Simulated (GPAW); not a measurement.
**KMgF3 (Pm-3m): G0W0 with GPAW, start to end**

How does a plane-wave GW calculation on KMgF3 (Pm-3m) run from the first input to the gap?

Calculated with GPAW 26.7.0; PBE and many-body steps on it, plane waves.

## (1) The structure

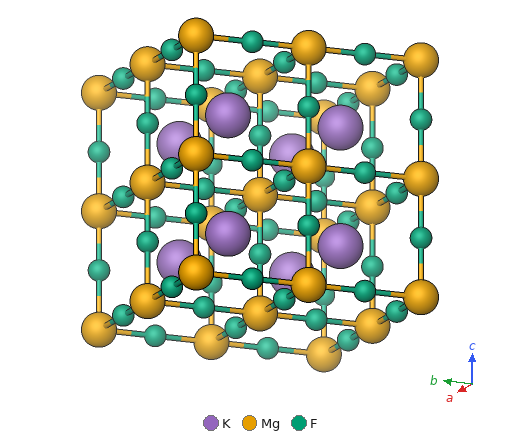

The starting structure, seen from a free direction (potassium purple, magnesium orange, fluorine teal). 2×2×2 cells are drawn. Some periodic images of atoms are drawn too.

As a file:

```cif
data_structure
_symmetry_space_group_name_H-M 'Pm-3m'
_symmetry_Int_Tables_number 221
_cell_length_a 3.9859
_cell_length_b 3.9859
_cell_length_c 3.9859
_cell_angle_alpha 90.000
_cell_angle_beta 90.000
_cell_angle_gamma 90.000
_cell_volume 63.33
loop_
_atom_site_label
_atom_site_type_symbol
_atom_site_symmetry_multiplicity
_atom_site_Wyckoff_symbol
_atom_site_fract_x
_atom_site_fract_y
_atom_site_fract_z
_atom_site_occupancy
K1 K 1 b 0.50000 0.50000 0.50000 1
Mg1 Mg 1 a 0.00000 0.00000 0.00000 1
F1 F 3 d 0.50000 0.00000 0.00000 1
```

The cell and positions come from the Crystallography Open Database and are kept as given unless a step says otherwise.

## (2) Ground state

This step: GPAW 26.7.0; DFT, PBE, plane waves, PAW.

The ground-state density comes first.

The input, run.py:

```python
import json
import numpy as np
from gpaw.mpi import world
from ase import Atoms
from gpaw import GPAW, PW, FermiDirac

atoms = Atoms(['K', 'Mg', 'F', 'F', 'F'],
    cell=[[3.9859000000, 0.0000000000, 0.0000000000],
      [0.0000000000, 3.9859000000, 0.0000000000],
      [0.0000000000, 0.0000000000, 3.9859000000]],
    scaled_positions=[[0.5000000000, 0.5000000000, 0.5000000000],
      [0.0000000000, 0.0000000000, 0.0000000000],
      [0.5000000000, 0.0000000000, 0.0000000000],
      [0.0000000000, 0.5000000000, 0.0000000000],
      [0.0000000000, 0.0000000000, 0.5000000000]],
    pbc=(True, True, True))
calc = GPAW(mode=PW(600),
    xc='PBE',
    kpts={'size': (6, 6, 6), 'gamma': True},
    occupations=FermiDirac(0.001),
    nbands=-8,
    convergence={'density': 1e-6, 'bands': -3},
    maxiter=100,
    txt='gs.txt')
atoms.calc = calc
res = {'energy': atoms.get_potential_energy()}
kpts = calc.get_ibz_k_points()
res['kpts'] = kpts
res['eigenvalues'] = [calc.get_eigenvalues(kpt=k) for k in range(len(kpts))]
res['n_electrons'] = calc.get_number_of_electrons()
calc.write('gs.gpw')

if world.rank == 0:
    with open('result.json', 'w') as f:
        json.dump(res, f, default=lambda x: x.tolist())
```

Started as:

```sh
mpirun -n 4 gpaw python run.py
```

Numbers of over 12 decimals in the logs are rounded to 6 here.

What it wrote:

```text
__  _  _
 | _ |_)|_||  |
 |__||  | ||/\| - 26.7.0

Input parameters:
  mode=PW(ecut=600.0),
  convergence={'density': 1e-06, 'bands': -3},
  kpts=MonkhorstPack(size=(6, 6, 6), gamma=True),
  maxiter=100,
  nbands=-8,
  occupations=Occupations(name='fermi-dirac', width=0.001, fixmagmom=False),
  xc=XC(name='PBE')
  [... matrices ...]
Diagonalizing LCAO Hamiltonian
Converting LCAO to pw mode
   .---------.
  /|         |
 * |         |
 | |         |
 | |   K     |
 F .---------.
 |F         /
 Mg---F----*

Atoms  # Å, Bohr magnetons
|   | symbol |        x |        y |        z |    initial magnetic moments |
| 0 |      K | 1.992950 | 1.992950 | 1.992950 | ( 0.0000,  0.0000,  0.0000) |
| 1 |     Mg | 0.000000 | 0.000000 | 0.000000 | ( 0.0000,  0.0000,  0.0000) |
| 2 |      F | 1.992950 | 0.000000 | 0.000000 | ( 0.0000,  0.0000,  0.0000) |
| 3 |      F | 0.000000 | 1.992950 | 0.000000 | ( 0.0000,  0.0000,  0.0000) |
| 4 |      F | 0.000000 | 0.000000 | 1.992950 | ( 0.0000,  0.0000,  0.0000) |

Unit cell  # Å
| periodic |        x |        y |        z |  lengths |    angles |
|      yes | 3.985900 | 0.000000 | 0.000000 | 3.985900 | 90.000000 |
|      yes | 0.000000 | 3.985900 | 0.000000 | 3.985900 | 90.000000 |
|      yes | 0.000000 | 0.000000 | 3.985900 | 3.985900 | 90.000000 |

Number of symmetries: 48
Symmetry operations  # r_c * U_cc + t_c -> r_c
|    | kind |            matrix            |
|  0 |  E   |  1, 0, 0,  0, 1, 0,  0, 0, 1 |
|  1 |  σ   |  1, 0, 0,  0, 1, 0,  0, 0,-1 |
|  2 |  σ   |  1, 0, 0,  0, 0, 1,  0, 1, 0 |
|  3 |  C4  |  1, 0, 0,  0, 0, 1,  0,-1, 0 |
|  4 |  C4  |  1, 0, 0,  0, 0,-1,  0, 1, 0 |
|  5 |  σ   |  1, 0, 0,  0, 0,-1,  0,-1, 0 |
|  6 |  σ   |  1, 0, 0,  0,-1, 0,  0, 0, 1 |
|  7 |  C2  |  1, 0, 0,  0,-1, 0,  0, 0,-1 |
|  8 |  σ   |  0, 1, 0,  1, 0, 0,  0, 0, 1 |
|  9 |  C2  |  0, 1, 0,  1, 0, 0,  0, 0,-1 |
| 10 |  C3  |  0, 1, 0,  0, 0, 1,  1, 0, 0 |
| 11 |  S6  |  0, 1, 0,  0, 0, 1, -1, 0, 0 |
| 12 |  S6  |  0, 1, 0,  0, 0,-1,  1, 0, 0 |
| 13 |  C3  |  0, 1, 0,  0, 0,-1, -1, 0, 0 |
| 14 |  C4  |  0, 1, 0, -1, 0, 0,  0, 0, 1 |
| 15 |  S4  |  0, 1, 0, -1, 0, 0,  0, 0,-1 |
| 16 |  C3  |  0, 0, 1,  1, 0, 0,  0, 1, 0 |
| 17 |  S6  |  0, 0, 1,  1, 0, 0,  0,-1, 0 |
| 18 |  σ   |  0, 0, 1,  0, 1, 0,  1, 0, 0 |
| 19 |  C4  |  0, 0, 1,  0, 1, 0, -1, 0, 0 |
| 20 |  C2  |  0, 0, 1,  0,-1, 0,  1, 0, 0 |
| 21 |  S4  |  0, 0, 1,  0,-1, 0, -1, 0, 0 |
| 22 |  S6  |  0, 0, 1, -1, 0, 0,  0, 1, 0 |
| 23 |  C3  |  0, 0, 1, -1, 0, 0,  0,-1, 0 |
| 24 |  S6  |  0, 0,-1,  1, 0, 0,  0, 1, 0 |
| 25 |  C3  |  0, 0,-1,  1, 0, 0,  0,-1, 0 |
| 26 |  C4  |  0, 0,-1,  0, 1, 0,  1, 0, 0 |
| 27 |  σ   |  0, 0,-1,  0, 1, 0, -1, 0, 0 |
| 28 |  S4  |  0, 0,-1,  0,-1, 0,  1, 0, 0 |
| 29 |  C2  |  0, 0,-1,  0,-1, 0, -1, 0, 0 |
| 30 |  C3  |  0, 0,-1, -1, 0, 0,  0, 1, 0 |
| 31 |  S6  |  0, 0,-1, -1, 0, 0,  0,-1, 0 |
| 32 |  C4  |  0,-1, 0,  1, 0, 0,  0, 0, 1 |
| 33 |  S4  |  0,-1, 0,  1, 0, 0,  0, 0,-1 |
| 34 |  S6  |  0,-1, 0,  0, 0, 1,  1, 0, 0 |
| 35 |  C3  |  0,-1, 0,  0, 0, 1, -1, 0, 0 |
| 36 |  C3  |  0,-1, 0,  0, 0,-1,  1, 0, 0 |
| 37 |  S6  |  0,-1, 0,  0, 0,-1, -1, 0, 0 |
| 38 |  σ   |  0,-1, 0, -1, 0, 0,  0, 0, 1 |
| 39 |  C2  |  0,-1, 0, -1, 0, 0,  0, 0,-1 |
| 40 |  σ   | -1, 0, 0,  0, 1, 0,  0, 0, 1 |
| 41 |  C2  | -1, 0, 0,  0, 1, 0,  0, 0,-1 |
| 42 |  C2  | -1, 0, 0,  0, 0, 1,  0, 1, 0 |
| 43 |  S4  | -1, 0, 0,  0, 0, 1,  0,-1, 0 |
| 44 |  S4  | -1, 0, 0,  0, 0,-1,  0, 1, 0 |
| 45 |  C2  | -1, 0, 0,  0, 0,-1,  0,-1, 0 |
| 46 |  C2  | -1, 0, 0,  0,-1, 0,  0, 0, 1 |
| 47 |  i   | -1, 0, 0,  0,-1, 0,  0, 0,-1 |

BZ-sampling:
  Number of BZ points: 216
  Number of IBZ points: 20

  Monkhorst-Pack size: [6, 6, 6]
  Monkhorst-Pack shift: [0.083333, 0.083333, 0.083333]

K-points  # in reciprocal-cell coordinates
|     |                                coordinates |     weight |
|   0 | (  0.00000000,   0.00000000,   0.00000000) | 0.00462963 |
|   1 | (  0.16666667,   0.00000000,   0.00000000) | 0.02777778 |
|   2 | (  0.16666667,   0.16666667,   0.00000000) | 0.05555556 |
|   3 | (  0.16666667,   0.16666667,   0.16666667) | 0.03703704 |
|   4 | (  0.33333333,   0.00000000,   0.00000000) | 0.02777778 |
|   5 | (  0.33333333,   0.16666667,   0.00000000) | 0.11111111 |
|   6 | (  0.33333333,   0.16666667,   0.16666667) | 0.11111111 |
|   7 | (  0.33333333,   0.33333333,   0.00000000) | 0.05555556 |
|   8 | (  0.33333333,   0.33333333,   0.16666667) | 0.11111111 |
|   9 | (  0.33333333,   0.33333333,   0.33333333) | 0.03703704 |
| ... |                                            |            |
|  19 | (  0.50000000,   0.50000000,   0.50000000) | 0.00462963 |

Plane wave coefficients: 2176
Cutoff: 600.0 eV

Spin-components: 1 (collinear spins)
Bands:           28
Projectors:      25
Spin-degeneracy: 2
Datatype:        complex128

  Storage: CPU
  Wave functions: 18_842_880 bytes (4_710_720 per core)
  Projectors: 19_515_840 bytes (4_878_960 per core)
  [... matrices ...]
Parallelization:
  kpt:    4
  domain: 1
  band:   1

Density:
  Valence electrons: 40.0
  Components: 1
  Grid points: [24 24 24]
  Charge: 0.0  # |e|

Potential:
  Grid points: [24 24 24]

species:
  K:
    name:    Potassium
    Z:       19.0
    valence: 9
    core:    10
    charge:  0.0  # [|e|]
    compensation charges:
      type: gauss
      rc: 0.35  # [Å]
      lmax: 2
    cutoffs:
      filter: 1.91  # [Å]
      core: 1.27  # [Å]
    projectors
    | kind |    occ | energy [eV] | rcut [Å] |
    |   3s |  2.000 |     -35.338 |    1.122 |
    |   4s |  1.000 |      -2.319 |    1.122 |
    |   3p |  6.000 |     -18.813 |    1.106 |
    |    p |        |       8.398 |    1.106 |
    |    d |        |       0.000 |    0.937 |

    Using partial waves for K as LCAO basis

  Mg:
    name:    Magnesium
    Z:       12.0
    valence: 10
    core:    2
    charge:  0.0  # [|e|]
    compensation charges:
      type: gauss
      rc: 0.33  # [Å]
      lmax: 2
    cutoffs:
      filter: 1.86  # [Å]
      core: 0.54  # [Å]
    projectors
    | kind |    occ | energy [eV] | rcut [Å] |
    |   2s |  2.000 |     -79.840 |    1.090 |
    |   3s |  2.000 |      -4.705 |    1.090 |
    |   2p |  6.000 |     -46.613 |    1.085 |
    |   3p |  0.000 |      -1.330 |    1.085 |
    |    d |        |       0.000 |    1.037 |

    Using partial waves for Mg as LCAO basis

  F:
    name:    Fluorine
    Z:       9.0
    valence: 7
    core:    2
    charge:  0.0  # [|e|]
    compensation charges:
      type: gauss
      rc: 0.20  # [Å]
      lmax: 2
    cutoffs:
      filter: 1.14  # [Å]
      core: 0.74  # [Å]
    projectors
    | kind |    occ | energy [eV] | rcut [Å] |
    |   2s |  2.000 |     -29.898 |    0.635 |
    |   2p |  5.000 |     -11.110 |    0.635 |
    |    s |        |      -2.687 |    0.635 |
    |    p |        |      16.102 |    0.635 |
    |    d |        |       0.000 |    0.635 |

    Using partial waves for F as LCAO basis

Reference energy: -29974.140463  # eV

eigensolver:
  PPCG
  Converge bands: -3
  niter=2

density mixing:
  MSR1-Mixer
  Pratt-step length: 0.05
  Maximum mixing coefficient: 0.75
  Old densities: 10
  SVD Regularization: 0.005
  Good broyden scale: 1.0
  Trust region scale: 1.0
  Backstep threshold: 4.0
  History deletion threshold: 6.0
  Fourier metric: weight=20.0, sigma=0.015

occupation numbers:
  Fermi-Dirac:
    width: 0.0010  # eV

poisson solver:
  ecut: 4800.0  # eV

xc functional:
  name: PBE with 2 nearest neighbor stencil

Initialization done in: 1.613 s

convergence criteria:
- Maximum integral of absolute [dens]ity change: 1e-06 electrons / valence electron
- Maximum [total energy] change in last 3 cyles: 0.0005 eV / valence electron
- Maximum integral of absolute [eigenst]ate change: 4e-08 eV^2 / valence electron
maximum number of iterations: 100

SCF iterations
|iter     |     time |      energy | eigst |  dens |
|iter:   1|  |  -25.746694 | +0.74 |       |
|iter:   2|  |  -25.400681 | +0.22 | -1.18 |
|iter:   3|  |  -24.399308 | -0.07 | -1.22 |
|iter:   4|  |  -24.421042 | -1.47 | -1.66 |
|iter:   5|  |  -24.435748 | -1.74 | -1.93 |
|iter:   6|  |  -24.435961c| -3.24 | -2.95 |
|iter:   7|  |  -24.435999c| -3.45 | -3.43 |
|iter:   8|  |  -24.436002c| -3.06 | -4.00 |
|iter:   9|  |  -24.436002c| -2.93 | -5.01 |
|iter:  10|  |  -24.436002c| -2.83 | -5.46 |
|iter:  11|  |  -24.436002c| -3.26 | -6.59c|
|iter:  12|  |  -24.436002c| -4.33 | -7.24c|
|iter:  13|  |  -24.436002c| -5.08 | -7.68c|
|iter:  14|  |  -24.436002c| -3.59 | -8.08c|
|iter:  15|  |  -24.436002c| -4.49 | -8.68c|
|iter:  16|  |  -24.436002c| -5.12 | -8.94c|
|iter:  17|  |  -24.436002c| -5.97 | -9.33c|
|iter:  18|  |  -24.436002c| -6.49 | -9.41c|
|iter:  19|  |  -24.436002c| -7.07 | -9.75c|
|iter:  20|  |  -24.436002c| -7.74c| -9.94c|

Converged in 20 steps
SCF loop duration: 9.774 s (0.489 s/step)
Energy contributions relative to reference atoms: (reference = -29974.140463)
  [... matrices ...]
Energy contributions:
  Kinetic:          28.195831
  Coulomb:         -25.318191
  Zero:             -0.065139
  External:          0.000000
  Xc:              -27.248504
  Entropy:          -0.000000
  Spinorbit:         0.000000
  ----------------------------
  Free energy:     -24.436002
  Extrapolated:    -24.436002

dipole moment: (-29.471563, -29.471563, -29.471563)  # |e|*Ang

Fermi level: 2.932
Eigenvalues  # (at kpt = [0.000, 0.000, 0.000])
| band index |      eig [eV] | occ [0-2] |
|          0 |       -70.316 |     2.000 |
|        ... |               |           |
|         12 |        -1.845 |     2.000 |
|         13 |        -1.845 |     2.000 |
|         14 |        -0.064 |     2.000 |
|         15 |        -0.064 |     2.000 |
|         16 |        -0.064 |     2.000 |
|         17 |         0.242 |     2.000 |
|         18 |         0.242 |     2.000 |
|         19 |         0.242 |     2.000 |
|         20 |         7.888 |     0.000 |
|         21 |        10.635 |     0.000 |
|         22 |        10.635 |     0.000 |
|         23 |        12.738 |     0.000 |
|         24 |        12.738 |     0.000 |
|         25 |        12.738 |     0.000 |
|         26 |        14.666 |     0.000 |
|         27 |        17.496 |     0.000 |

Gap: 7.326 eV
Transition (v -> c):
  (s=0, k=19, n=19, [0.50, 0.50, 0.50]) -> (s=0, k=0, n=20, [0.00, 0.00, 0.00])
Direct/indirect transitions are different
Direct gap: 7.646 eV
Transition at: (s=0, k=0, n=19, [0.00, 0.00, 0.00])
# Writing to gs.gpw (mode='')
  [... matrices ...]
```

The job ended after 13 s (4 MPI ranks of Arm Neoverse V1, shared host; peak memory 0.71 GiB; 52 s of CPU time).

Numbers from this step:

```
total energy               : -24.44 eV
gap                        : 7.326 eV
k of the valence top       : 0.5, 0.5, 0.5
k of the conduction bottom : 0, 0, 0
least direct gap           : 7.646 eV
```

The gap is indirect, with the least direct gap 0.32 eV higher.

## (3) Bands along the symmetry lines

Levels along a band path, at the cheap level, show where the edges lie and whether the meshes to come will hold them.

The input, run.py:

```python
import json
import numpy as np
from gpaw.mpi import world
from gpaw import GPAW

path = [[0.000000, 0.000000, 0.000000],
    [0.000000, 0.062500, 0.000000],
    [0.000000, 0.125000, 0.000000],
    [0.000000, 0.187500, 0.000000],
    [0.000000, 0.250000, 0.000000],
    [0.000000, 0.312500, 0.000000],
    [0.000000, 0.375000, 0.000000],
    [0.000000, 0.437500, 0.000000],
    [0.000000, 0.500000, 0.000000],
    [0.062500, 0.500000, 0.000000],
    [0.125000, 0.500000, 0.000000],
    [0.187500, 0.500000, 0.000000],
    [0.250000, 0.500000, 0.000000],
    [0.312500, 0.500000, 0.000000],
    [0.375000, 0.500000, 0.000000],
    [0.437500, 0.500000, 0.000000],
    [0.500000, 0.500000, 0.000000],
    [0.437500, 0.437500, 0.000000],
    [0.375000, 0.375000, 0.000000],
    [0.312500, 0.312500, 0.000000],
    [0.250000, 0.250000, 0.000000],
    [0.187500, 0.187500, 0.000000],
    [0.125000, 0.125000, 0.000000],
    [0.062500, 0.062500, 0.000000],
    [0.000000, 0.000000, 0.000000],
    [0.062500, 0.062500, 0.062500],
    [0.125000, 0.125000, 0.125000],
    [0.187500, 0.187500, 0.187500],
    [0.250000, 0.250000, 0.250000],
    [0.312500, 0.312500, 0.312500],
    [0.375000, 0.375000, 0.375000],
    [0.437500, 0.437500, 0.437500],
    [0.500000, 0.500000, 0.500000],
    [0.437500, 0.500000, 0.437500],
    [0.375000, 0.500000, 0.375000],
    [0.312500, 0.500000, 0.312500],
    [0.250000, 0.500000, 0.250000],
    [0.187500, 0.500000, 0.187500],
    [0.125000, 0.500000, 0.125000],
    [0.062500, 0.500000, 0.062500],
    [0.000000, 0.500000, 0.000000],
    [0.500000, 0.500000, 0.500000],
    [0.500000, 0.500000, 0.437500],
    [0.500000, 0.500000, 0.375000],
    [0.500000, 0.500000, 0.312500],
    [0.500000, 0.500000, 0.250000],
    [0.500000, 0.500000, 0.187500],
    [0.500000, 0.500000, 0.125000],
    [0.500000, 0.500000, 0.062500],
    [0.500000, 0.500000, 0.000000]]
calc = GPAW('gs.gpw').fixed_density(kpts=path,
    symmetry='off',
    nbands=30,
    convergence={'bands': 26},
    txt='bands.txt')
res = {}
kpts = calc.get_ibz_k_points()
res['kpts'] = kpts
res['eigenvalues'] = [calc.get_eigenvalues(kpt=k) for k in range(len(kpts))]
res['n_electrons'] = calc.get_number_of_electrons()

if world.rank == 0:
    with open('result.json', 'w') as f:
        json.dump(res, f, default=lambda x: x.tolist())
```

Started as:

```sh
mpirun -n 4 gpaw python run.py
```

What it wrote:

```text
Diagonalizing LCAO Hamiltonian
Converting LCAO to pw mode
convergence criteria:
- Maximum integral of absolute [eigenst]ate change: 4e-08 eV^2 / valence electron
maximum number of iterations: 100

SCF iterations
|iter     |     time |      energy | eigst |  dens |
|iter:   1|  |             | +1.63 |       |
|iter:   2|  |             | +0.85 |       |
|iter:   3|  |             | +0.19 |       |
[...]
|iter:  13|  |             | -6.40 |       |
|iter:  14|  |             | -7.04 |       |
|iter:  15|  |             | -7.66c|       |
SCF steps: 15
  __  _  _
 | _ |_)|_||  |
 |__||  | ||/\| - 26.7.0

Input parameters:
  mode=PW(ecut=600.0),
  convergence={'bands': 26},
  gpts=array([24, 24, 24]),
  kpts=KPoints(kpts=array([[0.    , 0.    , 0.    ],
         [0.    , 0.0625, 0.    ],
         [0.    , 0.125 , 0.    ],
         [0.    , 0.1875, 0.    ],
         [0.    , 0.25  , 0.    ],
         [0.    , 0.3125, 0.    ],
         [0.    , 0.375 , 0.    ],
         [0.    , 0.4375, 0.    ],
[...]
[0.0625, 0.5   , 0.    ],
[...]
[0.1875, 0.5   , 0.    ],
[...]
[0.3125, 0.5   , 0.    ],
[...]
[0.4375, 0.5   , 0.    ],
[...]
[0.4375, 0.4375, 0.    ],
[...]
[0.3125, 0.3125, 0.    ],
[...]
[0.1875, 0.1875, 0.    ],
[...]
[0.0625, 0.0625, 0.    ],
[...]
[0.0625, 0.0625, 0.0625],
[...]
[0.1875, 0.1875, 0.1875],
[...]
[0.3125, 0.3125, 0.3125],
[...]
[0.4375, 0.4375, 0.4375],
[...]
[0.4375, 0.5   , 0.4375],
[...]
[0.3125, 0.5   , 0.3125],
[...]
[0.1875, 0.5   , 0.1875],
[...]
[0.0625, 0.5   , 0.0625],
[...]
[0.5   , 0.5   , 0.4375],
[...]
[0.5   , 0.5   , 0.3125],
         [0.5   , 0.5   , 0.25  ],
         [0.5   , 0.5   , 0.1875],
         [0.5   , 0.5   , 0.125 ],
         [0.5   , 0.5   , 0.0625],
         [0.5   , 0.5   , 0.    ]])),
  maxiter=100,
  nbands=30,
  occupations=Occupations(name='fermi-dirac', width=0.001, fixmagmom=False),
  parallel={},
  symmetry=Symmetry(point_group=False, time_reversal=False),
  xc=XC(name='PBE')
  [... matrices ...]
timing:  # [seconds]
  Total: 0.026  # ━━━━━━━━━━━━━━━━━━━━━━━━━━━━━━━━━━━━━━━━━━━━━━━━━━━━━━━━━━━
```

Elapsed: 21 s, on 4 MPI ranks; peak memory 0.8 GiB.

This step gave:

```yaml
gap: 7.326 eV
k_of_the_valence_top: 0.5, 0.5, 0.5
k_of_the_conduction_bottom: 0, 0, 0
least_direct_gap: 7.646 eV
```

The gap is 7.326 eV, as in the run before at this level.

Electronic bands along the path, in eV, zero at the top of the highest filled band:

```csv
point,band 17,band 18,band 19,band 20,band 21,band 22,band 23,band 24
Γ,-0.63,-0.32,-0.32,-0.32,7.33,10.07,10.07,12.18
X,-0.86,-0.86,-0.53,-0.53,10.13,10.47,11.10,12.74
M,-1.04,-0.90,-0.90,-0.02,10.92,11.68,12.63,12.63
Γ,-0.63,-0.32,-0.32,-0.32,7.33,10.07,10.07,12.18
R,-1.11,0.00,0.00,0.00,10.44,10.44,10.44,13.90
X,-0.86,-0.86,-0.53,-0.53,10.13,10.47,11.10,12.74
jump to R,-1.11,0.00,0.00,0.00,10.44,10.44,10.44,13.90
M,-1.04,-0.90,-0.90,-0.02,10.92,11.68,12.63,12.63
```

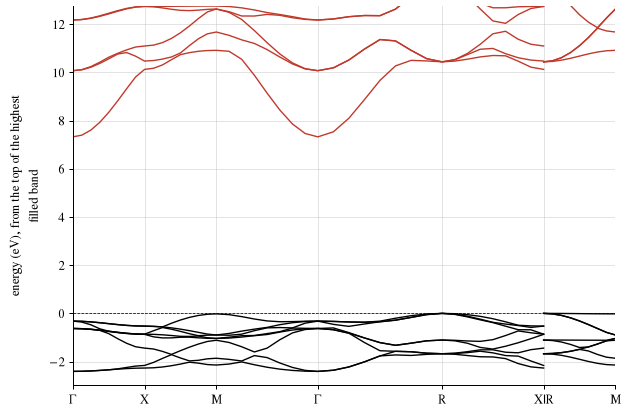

Electronic bands along the path; lines of filled and empty bands in two colours.

## (4) Empty states on the mesh, 4×4×4 mesh, 301 bands

The sums over transitions need many empty states on a uniform mesh; this step solves for them.

The input, run.py:

```python
import json
import numpy as np
from gpaw.mpi import world
from gpaw import GPAW

calc = GPAW('gs.gpw').fixed_density(kpts={'size': (4, 4, 4), 'gamma': True},
    parallel={'domain': 1, 'band': 1},
    txt='nscf.txt')
calc.diagonalize_full_hamiltonian(nbands=301)
calc.write('full.gpw', mode='all')
res = {}
kpts = calc.get_ibz_k_points()
res['kpts'] = kpts
res['eigenvalues'] = [calc.get_eigenvalues(kpt=k) for k in range(len(kpts))]
res['n_electrons'] = calc.get_number_of_electrons()

if world.rank == 0:
    with open('result.json', 'w') as f:
        json.dump(res, f, default=lambda x: x.tolist())
```

Started as:

```sh
mpirun -n 4 gpaw python run.py
```

What it wrote:

```text
Diagonalizing LCAO Hamiltonian
Converting LCAO to pw mode
convergence criteria:
- Maximum integral of absolute [eigenst]ate change: 4e-08 eV^2 / valence electron
maximum number of iterations: 100

SCF iterations
|iter     |     time |      energy | eigst |  dens |
|iter:   1|  |             | +0.91 |       |
|iter:   2|  |             | +0.52 |       |
|iter:   3|  |             | -0.16 |       |
[...]
|iter:  33|  |             | -6.99 |       |
|iter:  34|  |             | -7.25 |       |
|iter:  35|  |             | -7.43c|       |
SCF steps: 35
  __  _  _
 | _ |_)|_||  |
 |__||  | ||/\| - 26.7.0

Input parameters:
  mode=PW(ecut=600.0),
  convergence={'density': 1e-06, 'bands': -3},
  gpts=array([24, 24, 24]),
  kpts=MonkhorstPack(size=(4, 4, 4), gamma=True),
  maxiter=100,
  nbands=28,
  occupations=Occupations(name='fermi-dirac', width=0.001, fixmagmom=False),
  parallel={'domain': 1, 'band': 1},
  xc=XC(name='PBE')
Matrix size: 2103x2103
# Writing to full.gpw (mode='all')
  [... matrices ...]

timing:  # [seconds]
  Total: 28.061  # ━━━━━━━━━━━━━━━━━━━━━━━━━━━━━━━━━━━━━━━━━━━━━━━━━━━━━━━━━━
```

Run time: 40 s. Hardware: 4 MPI ranks; peak memory 2.2 GiB; 2.7 min of CPU time.

Numbers from this step:

```
gap                                                           : 7.326 eV
k of the valence top                                          : 0.5, 0.5, 0.5
k of the conduction bottom                                    : 0, 0, 0
least direct gap                                              : 7.646 eV
k points computed                                             : 10
lowest point of the top converged band, above the valence top : 150.2109 eV
```

On this mesh the gap is 7.326 eV.

(Part 1 of 2 ends here.)

[Paths, hosts, dates, memory and timing lines, banners, echoed tables and standing remarks are left out of the program output.]

[Logs are printed without paths, hosts, clocks, repeated set-up lines and the standing remarks that a program may print on its own settings, such as how far it seeks lower states.]

[Runs of the session that timed out or met a known fault of the program may be left out.]

[Hosts, paths, dates, database ids (printed as entryN), source tags and the programs' standing remarks are cut or masked in the printed files.]
